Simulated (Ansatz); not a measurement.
The starting structures come from a database of crystals and need not be the phases stable at ambient conditions.

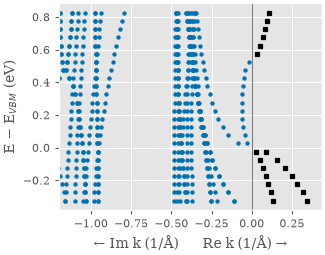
Complex bands at the centre of the two-dimensional zone; r2SCAN run with Ansatz (a program for electronic structure)

No gap correction and no spin-orbit coupling; mid-gap values are interpolated between computed energies.

Problem. This is ZnAg2SnS4 (I-42m, not sure to be the ambient phase, 8 atoms a cell, 23.7 Å³ an atom, -2 GPa at this level) along the normal of (100). Read off the slowest decay at the centre of the two-dimensional zone at 0.28 eV, the computed energy nearest the middle of the gap.

Solution. κ ≈ 0.06 1/Å, a decay length 1/(2κ) of the density of 7.9 Å.
